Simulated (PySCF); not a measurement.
**SnH3Cl (SMILES [Cl][SnH3]) at 6 levels**

Wanted: a comparison of 6 runs (HF/STO-3G, HF/3-21G, HF/def2-SVP, PBE0/STO-3G, PBE0/def2-SVP, r2SCAN/def2-SVP) of SnH3Cl. 

The calculation is run with PySCF 2.14.0.

### 1 Starting point

SnH3Cl: 5 atoms, total charge 0, spin state singlet. SMILES: `[Cl][SnH3]`. Geometry: relaxed at PBE0-D4/def2-TZVP.

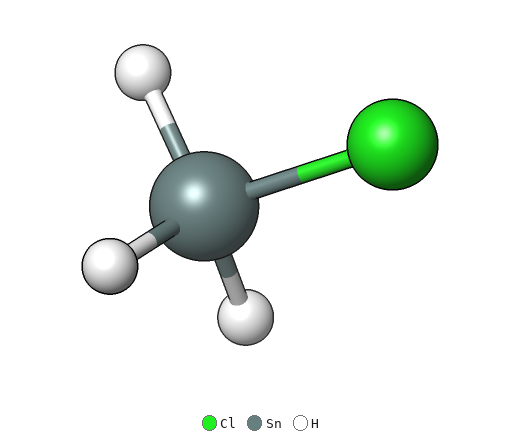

Viewed from a chosen angle; chlorine green, tin teal, hydrogen white.

### 2 Energy and forces at HF/STO-3G (run 1)

Input file run.py:

```python
# [Cl][SnH3]
from pyscf import gto

mol = gto.Mole()
mol.atom = '''
Cl    -3.475962     0.628145     1.946229
Sn     0.319175    -0.084093    -0.184248
H     -0.227712     0.685782    -3.254864
H      0.987760    -3.201574     0.209949
H      2.491037     1.832845     1.204511
'''
mol.basis = 'sto-3g'
mol.verbose = 4
mol.unit = 'bohr'
mol.spin = 0
mol.max_memory = 1860
mol.build()

calc0 = mol.RHF()
calc0.conv_tol = 1e-10
calc0.kernel()
if not calc0.converged:
    calc0 = calc0.newton().run(calc0.mo_coeff, calc0.mo_occ)

etot = calc0.e_tot
print('E(%s) = %.9f' % ('HF', etot))
grad = calc0.nuc_grad_method().kernel()
calc0.analyze()
```

Started as:

```console
$ OMP_NUM_THREADS=1 python run.py
```

What it wrote:

```text
PySCF version 2.14.0

[INPUT] num. atoms = 5
[INPUT] num. electrons = 70
[INPUT] charge = 0
[INPUT] spin (= nelec alpha-beta = 2S) = 0
[INPUT] symmetry False subgroup None
[INPUT] Mole.unit = bohr
[INPUT] Symbol           X                Y                Z      unit          X                Y                Z       unit  Magmom
[INPUT]  1 Cl    -1.839399876424   0.332400019153   1.029900034032 AA   -3.475962000000   0.628145000000   1.946229000000 Bohr   0.0
[INPUT]  2 Sn     0.168900136295  -0.044500099198  -0.097499842758 AA    0.319175000000  -0.084093000000  -0.184248000000 Bohr   0.0
[INPUT]  3 H     -0.120500001053   0.362900206059  -1.722399853444 AA   -0.227712000000   0.685782000000  -3.254864000000 Bohr   0.0
[INPUT]  4 H      0.522700081858  -1.694199999874   0.111100226255 AA    0.987760000000  -3.201574000000   0.209949000000 Bohr   0.0
[INPUT]  5 H      1.318200011959   0.969899805149   0.637399771502 AA    2.491037000000   1.832845000000   1.204511000000 Bohr   0.0

[... 54 lines left out ...]
Total Energy =                       -6419.695205806046943
[... 3 lines left out ...]
Two-electron Coulomb Energy =         2893.473692626185311
[... 5 lines left out ...]
MO #3   energy= -145.409561042779  occ= 2
[... 3 lines left out ...]
MO #7   energy= -29.6541476156474  occ= 2
[... 3 lines left out ...]
MO #11  energy= -18.2391397093128  occ= 2
[... 3 lines left out ...]
MO #15  energy= -18.2371693698334  occ= 2
[... 3 lines left out ...]
MO #19  energy= -7.72256669177827  occ= 2
[... 3 lines left out ...]
MO #23  energy= -3.60985974175597  occ= 2
[... 3 lines left out ...]
MO #27  energy= -0.931198416726059 occ= 2
[... 3 lines left out ...]
MO #31  energy= -0.430705743610204 occ= 2
[... 3 lines left out ...]
MO #35  energy= -0.3514259416412   occ= 2
[... 3 lines left out ...]
MO #39  energy= 0.453360405106925  occ= 0
[... 8 lines left out ...]
pop of  0 Cl 3px          1.62113
pop of  0 Cl 3py          1.96660
pop of  0 Cl 3pz          1.86637
pop of  1 Sn 1s           2.00000
pop of  1 Sn 2s           1.99998
pop of  1 Sn 3s           1.99981
pop of  1 Sn 4s           1.99983
pop of  1 Sn 5s           1.05922
pop of  1 Sn 2px          2.00000
pop of  1 Sn 2py          2.00000
pop of  1 Sn 2pz          2.00000
pop of  1 Sn 3px          1.99996
pop of  1 Sn 3py          1.99996
pop of  1 Sn 3pz          1.99996
pop of  1 Sn 4px          1.99944
pop of  1 Sn 4py          1.99968
pop of  1 Sn 4pz          1.99961
pop of  1 Sn 5px          0.61603
pop of  1 Sn 5py          0.80696
pop of  1 Sn 5pz          0.75156
pop of  1 Sn 3dxy         1.99999
pop of  1 Sn 3dyz         1.99999
pop of  1 Sn 3dz^2        1.99999
pop of  1 Sn 3dxz         1.99999
pop of  1 Sn 3dx2-y2      1.99999
pop of  1 Sn 4dxy         1.99350
pop of  1 Sn 4dyz         1.99553
pop of  1 Sn 4dz^2        1.98941
pop of  1 Sn 4dxz         1.99347
pop of  1 Sn 4dx2-y2      1.99144
pop of  2 H 1s            1.13873
pop of  3 H 1s            1.13873
pop of  4 H 1s            1.13873
 ** Mulliken atomic charges  **
charge of    0Cl =     -0.38850
charge of    1Sn =      0.80469
charge of    2H =     -0.13873
charge of    3H =     -0.13873
charge of    4H =     -0.13873
Dipole moment(X, Y, Z, Debye):  3.11878, -0.58518, -1.75068
```

Run time: 5.7 s. Hardware: 1 thread of Intel Xeon at 2.50GHz (Skylake/Cascade Lake), shared host; peak memory 0.12 GiB.

### 3 Energy and gradient at HF/3-21G (run 2)

Input file job.py:

```python
from pyscf import gto, scf

mol = gto.M(
    atom='''
Cl    -3.475962     0.628145     1.946229
Sn     0.319175    -0.084093    -0.184248
H     -0.227712     0.685782    -3.254864
H      0.987760    -3.201574     0.209949
H      2.491037     1.832845     1.204511
''',
    verbose=4,
    charge=0,
    max_memory=1860,
    spin=0,
    basis='3-21g',
    unit='bohr',
)

myscf = scf.RHF(mol)
myscf.conv_tol = 1e-10
myscf.kernel()
if not myscf.converged:
    myscf = myscf.newton().run(myscf.mo_coeff, myscf.mo_occ)

energy = myscf.e_tot
print('E(%s) = %.9f' % ('HF', energy))
grad = myscf.nuc_grad_method().kernel()
myscf.analyze()
```

Started as:

```console
$ OMP_NUM_THREADS=1 python job.py
```

What it wrote:

```text
PySCF version 2.14.0

[INPUT] num. atoms = 5
[INPUT] num. electrons = 70
[INPUT] charge = 0
[INPUT] spin (= nelec alpha-beta = 2S) = 0
[INPUT] symmetry False subgroup None
[INPUT] Mole.unit = bohr
[INPUT] Symbol           X                Y                Z      unit          X                Y                Z       unit  Magmom
[INPUT]  1 Cl    -1.839399876424   0.332400019153   1.029900034032 AA   -3.475962000000   0.628145000000   1.946229000000 Bohr   0.0
[INPUT]  2 Sn     0.168900136295  -0.044500099198  -0.097499842758 AA    0.319175000000  -0.084093000000  -0.184248000000 Bohr   0.0
[INPUT]  3 H     -0.120500001053   0.362900206059  -1.722399853444 AA   -0.227712000000   0.685782000000  -3.254864000000 Bohr   0.0
[INPUT]  4 H      0.522700081858  -1.694199999874   0.111100226255 AA    0.987760000000  -3.201574000000   0.209949000000 Bohr   0.0
[INPUT]  5 H      1.318200011959   0.969899805149   0.637399771502 AA    2.491037000000   1.832845000000   1.204511000000 Bohr   0.0

[... 56 lines left out ...]
Total Energy =                       -6455.334598387613369
[... 4 lines left out ...]
DFT Exchange-Correlation Energy =     -187.286916420701345
[... 6 lines left out ...]
MO #5   energy= -145.411863447004  occ= 2
[... 4 lines left out ...]
MO #10  energy= -26.951626654532   occ= 2
[... 4 lines left out ...]
MO #15  energy= -19.1171270876347  occ= 2
[... 4 lines left out ...]
MO #20  energy= -5.59250312672895  occ= 2
[... 4 lines left out ...]
MO #25  energy= -1.46208440015689  occ= 2
[... 4 lines left out ...]
MO #30  energy= -0.682362277965996 occ= 2
[... 4 lines left out ...]
MO #35  energy= -0.436233189259044 occ= 2
[... 4 lines left out ...]
MO #40  energy= 0.287396050085022  occ= 0
[... 4 lines left out ...]
MO #45  energy= 0.847718923113568  occ= 0
[... 4 lines left out ...]
MO #50  energy= 1.34330629811213   occ= 0
[... 19 lines left out ...]
pop of  1 Sn 5s           1.06958
pop of  1 Sn 6s           0.00490
pop of  1 Sn 2px          1.99999
pop of  1 Sn 2py          1.99999
pop of  1 Sn 2pz          1.99999
pop of  1 Sn 3px          1.99991
pop of  1 Sn 3py          1.99992
pop of  1 Sn 3pz          1.99992
pop of  1 Sn 4px          1.99943
pop of  1 Sn 4py          1.99952
pop of  1 Sn 4pz          1.99950
pop of  1 Sn 5px          0.54748
pop of  1 Sn 5py          0.79423
pop of  1 Sn 5pz          0.72263
pop of  1 Sn 6px          0.02053
pop of  1 Sn 6py          0.02187
pop of  1 Sn 6pz          0.02149
pop of  1 Sn 3dxy         1.99997
pop of  1 Sn 3dyz         1.99997
pop of  1 Sn 3dz^2        1.99995
pop of  1 Sn 3dxz         1.99995
pop of  1 Sn 3dx2-y2      1.99994
pop of  1 Sn 4dxy         1.99935
pop of  1 Sn 4dyz         1.99947
pop of  1 Sn 4dz^2        1.99894
pop of  1 Sn 4dxz         1.99929
pop of  1 Sn 4dx2-y2      1.99910
pop of  2 H 1s            1.12387
pop of  2 H 2s            0.00116
pop of  3 H 1s            1.12387
pop of  3 H 2s            0.00116
pop of  4 H 1s            1.12387
pop of  4 H 2s            0.00116
 ** Mulliken atomic charges  **
charge of    0Cl =     -0.42951
charge of    1Sn =      0.80459
charge of    2H =     -0.12503
charge of    3H =     -0.12502
charge of    4H =     -0.12503
Dipole moment(X, Y, Z, Debye):  3.33824, -0.62628, -1.87388
```

It took 5.7 s on 1 thread of Intel Xeon at 2.50GHz (Skylake/Cascade Lake), shared host; peak memory 0.12 GiB.

Runs 3 to 4 aren't shown in full; the table further down has their settings and results.

### 4 Energy and forces at PBE0/def2-SVP (core potential) (run 5)

Input file calc.py:

```python
from pyscf import gto, dft

mol = gto.M(
    atom='''
Cl    -1.839400     0.332400     1.029900
Sn     0.168900    -0.044500    -0.097500
H     -0.120500     0.362900    -1.722400
H      0.522700    -1.694200     0.111100
H      1.318200     0.969900     0.637400
''',
    basis='def2-svp',
    verbose=4,
    max_memory=1860,
    charge=0,
    spin=0,
    ecp={'Sn': 'def2-svp'},
)

mf = dft.RKS(mol)
mf.xc = 'pbe0'
mf.conv_tol = 1e-10
mf.grids.level = 5
mf.kernel()
if not mf.converged:
    mf = mf.newton().run(mf.mo_coeff, mf.mo_occ)

etot = mf.e_tot
print('E(%s) = %.9f' % ('PBE0', etot))
grad = mf.nuc_grad_method().kernel()
dip = mf.dip_moment()
pop, q = mf.mulliken_pop()
```

Started as:

```console
$ OMP_NUM_THREADS=1 python calc.py
```

What it wrote:

```text
PySCF version 2.14.0

[INPUT] num. atoms = 5
[INPUT] num. electrons = 42
[INPUT] charge = 0
[INPUT] spin (= nelec alpha-beta = 2S) = 0
[INPUT] symmetry False subgroup None
[INPUT] Mole.unit = angstrom
[INPUT] Symbol           X                Y                Z      unit          X                Y                Z       unit  Magmom
[INPUT]  1 Cl    -1.839400000000   0.332400000000   1.029900000000 AA   -3.475962233525   0.628144963805   1.946228935690 Bohr   0.0
[INPUT]  2 Sn     0.168900000000  -0.044500000000  -0.097500000000 AA    0.319174742439  -0.084092812543  -0.184248297145 Bohr   0.0
[INPUT]  3 H     -0.120500000000   0.362900000000  -1.722400000000 AA   -0.227711998010   0.685781610605  -3.254864276951 Bohr   0.0
[INPUT]  4 H      0.522700000000  -1.694200000000   0.111100000000 AA    0.987759845310  -3.201574000238   0.209948572439 Bohr   0.0
[INPUT]  5 H      1.318200000000   0.969900000000   0.637400000000 AA    2.491036977402   1.832845368216   1.204511431798 Bohr   0.0

[... 59 lines left out ...]
converged SCF energy = -676.015611719225
[... 13 lines left out ...]
Dipole moment(X, Y, Z, Debye):  2.14697, -0.40276, -1.20517
[... 26 lines left out ...]
pop of  1 Sn 5px          0.91833
pop of  1 Sn 5py          0.92583
pop of  1 Sn 5pz          0.92365
pop of  1 Sn 6px          0.42751
pop of  1 Sn 6py          0.56037
pop of  1 Sn 6pz          0.52182
pop of  1 Sn 7px          0.11302
pop of  1 Sn 7py          0.21239
pop of  1 Sn 7pz          0.18355
pop of  1 Sn 4dxy         1.94324
pop of  1 Sn 4dyz         1.94129
pop of  1 Sn 4dz^2        1.94283
pop of  1 Sn 4dxz         1.94269
pop of  1 Sn 4dx2-y2      1.94241
pop of  1 Sn 5dxy         0.09366
pop of  1 Sn 5dyz         0.07317
pop of  1 Sn 5dz^2        0.09944
pop of  1 Sn 5dxz         0.08822
pop of  1 Sn 5dx2-y2      0.09078
pop of  2 H 1s            0.67835
pop of  2 H 2s            0.38467
pop of  2 H 2px           0.00087
pop of  2 H 2py           0.00125
pop of  2 H 2pz           0.00736
pop of  3 H 1s            0.67834
pop of  3 H 2s            0.38469
pop of  3 H 2px           0.00092
pop of  3 H 2py           0.00767
pop of  3 H 2pz           0.00089
pop of  4 H 1s            0.67835
pop of  4 H 2s            0.38467
pop of  4 H 2px           0.00387
pop of  4 H 2py           0.00344
pop of  4 H 2pz           0.00217
 ** Mulliken atomic charges  **
charge of    0Cl =     -0.31255
charge of    1Sn =      0.53007
charge of    2H =     -0.07251
charge of    3H =     -0.07251
charge of    4H =     -0.07250
```

Wall time 19 s (1 thread of Intel Xeon at 2.50GHz (Skylake/Cascade Lake), shared host); peak memory 0.59 GiB.

### 5 Energy and forces at r2SCAN/def2-SVP (core potential) (run 6)

Input file calc.py:

```python
from pyscf import gto, dft

system = gto.Mole()
system.atom = '''
Cl    -3.475962     0.628145     1.946229
Sn     0.319175    -0.084093    -0.184248
H     -0.227712     0.685782    -3.254864
H      0.987760    -3.201574     0.209949
H      2.491037     1.832845     1.204511
'''
system.unit = 'bohr'
system.spin = 0
system.basis = 'def2-svp'
system.ecp = {'Sn': 'def2-svp'}
system.verbose = 3
system.max_memory = 1860
system.charge = 0
system.build()

myscf = dft.RKS(system, xc='r2scan')
myscf.conv_tol = 1e-10
myscf.grids.level = 5
myscf.kernel()
if not myscf.converged:
    myscf = myscf.newton().run(myscf.mo_coeff, myscf.mo_occ)

e_tot = myscf.e_tot
print('Final energy', e_tot)
grad = myscf.nuc_grad_method().kernel()
dip = myscf.dip_moment()
pop, q = myscf.mulliken_pop()
```

Started as:

```console
$ OMP_NUM_THREADS=1 python calc.py
```

What it wrote:

```text
converged SCF energy = -676.213781380123
Final energy -676.2137813801229
--------------- RKS gradients ---------------
         x                y                z
0 Cl     0.0077153414    -0.0014425928    -0.0043379048
1 Sn    -0.0054457784     0.0010387827     0.0030615797
2 H     0.0000621352    -0.0004355636     0.0021076466
3 H    -0.0007060037     0.0020173741    -0.0000894608
4 H    -0.0016643733    -0.0011650757    -0.0007240359
----------------------------------------------
Dipole moment(X, Y, Z, Debye):  2.14914, -0.40317, -1.20640
 ** Mulliken pop  **
pop of  0 Cl 1s           1.99939
pop of  0 Cl 2s           1.98608
pop of  0 Cl 3s           1.23327
pop of  0 Cl 4s           0.74358
pop of  0 Cl 2px          1.97551
pop of  0 Cl 2py          1.97830
pop of  0 Cl 2pz          1.97749
pop of  0 Cl 3px          0.65210
pop of  0 Cl 3py          0.74817
pop of  0 Cl 3pz          0.72030
pop of  0 Cl 4px          0.98955
pop of  0 Cl 4py          1.17934
pop of  0 Cl 4pz          1.12428
pop of  0 Cl 3dxy         0.00221
pop of  0 Cl 3dyz         0.00071
pop of  0 Cl 3dz^2        0.00158
pop of  0 Cl 3dxz         0.00469
pop of  0 Cl 3dx2-y2      0.00360
pop of  1 Sn 4s           1.60291
pop of  1 Sn 5s           0.42231
pop of  1 Sn 6s           1.11750
pop of  1 Sn 7s           0.15415
pop of  1 Sn 4px          1.08433
pop of  1 Sn 4py          1.07907
pop of  1 Sn 4pz          1.08059
pop of  1 Sn 5px          0.91914
pop of  1 Sn 5py          0.92654
pop of  1 Sn 5pz          0.92439
pop of  1 Sn 6px          0.42486
pop of  1 Sn 6py          0.55883
pop of  1 Sn 6pz          0.51997
pop of  1 Sn 7px          0.10680
pop of  1 Sn 7py          0.20332
pop of  1 Sn 7pz          0.17531
pop of  1 Sn 4dxy         1.94142
pop of  1 Sn 4dyz         1.93903
pop of  1 Sn 4dz^2        1.94102
pop of  1 Sn 4dxz         1.94074
pop of  1 Sn 4dx2-y2      1.94046
pop of  1 Sn 5dxy         0.09380
pop of  1 Sn 5dyz         0.07332
pop of  1 Sn 5dz^2        0.09821
pop of  1 Sn 5dxz         0.08735
pop of  1 Sn 5dx2-y2      0.08942
pop of  2 H 1s            0.68446
pop of  2 H 2s            0.38369
pop of  2 H 2px           0.00106
pop of  2 H 2py           0.00148
pop of  2 H 2pz           0.00766
pop of  3 H 1s            0.68445
pop of  3 H 2s            0.38371
pop of  3 H 2px           0.00113
pop of  3 H 2py           0.00797
pop of  3 H 2pz           0.00111
pop of  4 H 1s            0.68446
pop of  4 H 2s            0.38369
pop of  4 H 2px           0.00413
pop of  4 H 2py           0.00369
pop of  4 H 2pz           0.00239
 ** Mulliken atomic charges  **
charge of    0Cl =     -0.32015
charge of    1Sn =      0.55521
charge of    2H =     -0.07836
charge of    3H =     -0.07835
charge of    4H =     -0.07835
```

Wall time 30 s (1 thread of Intel Xeon at 2.50GHz (Skylake/Cascade Lake), shared host); peak memory 0.59 GiB.

### 6 All runs side by side

| run | level | core potential | integration grid | energy (Eh) | dipole moment (D) | HOMO energy (eV) | LUMO energy (eV) | wall time |
| --- | --- | --- | --- | --- | --- | --- | --- | --- |
| 1 | HF/STO-3G | – | – | -6419.695206 | 3.62 | -9.56 | 8.12 | 5.7 s |
| 2 | HF/3-21G | – | – | -6455.334598 | 3.88 | -11.87 | 2.00 | 5.7 s |
| 3 | HF/def2-SVP (core potential) | def2-svp | – | -674.465787 | 2.77 | -11.68 | 2.42 | 7.5 s |
| 4 | PBE0/STO-3G | – | 5 | -6421.960147 | 3.27 | -6.09 | 3.68 | 14 s |
| 5 | PBE0/def2-SVP (core potential) | def2-svp | 5 | -676.015612 | 2.49 | -8.42 | -0.62 | 19 s |
| 6 | r2SCAN/def2-SVP (core potential) | def2-svp | 5 | -676.213781 | 2.50 | -7.41 | -1.16 | 30 s |

### 7 What came out

```
                       quantity          value
            run 6: total energy  -676.21378 Eh
           run 6: dipole moment         2.50 D
             run 6: HOMO energy       -7.41 eV
             run 6: LUMO energy       -1.16 eV
           run 6: HOMO–LUMO gap        6.25 eV
run 6: largest force on an atom     0.461 eV/Å
```

In words: The dipole moment (its size) runs from 2.49 D (PBE0/def2-SVP) to 3.88 D (HF/3-21G). The two ends differ in method and basis and core potential. The HOMO–LUMO gap runs from 6.25 eV (r2SCAN/def2-SVP) to 17.68 eV (HF/STO-3G). Totals of different functionals can't be ranked against each other. Some runs of one species differ in core potentials or relativity; totals across that change don't compare. In runs 1, 4 the basis is minimal, so the values are rough. In runs 1, 2, 4 relativity is left out where basis or elements ask for it. All runs together took 82 s, the longest 30 s.
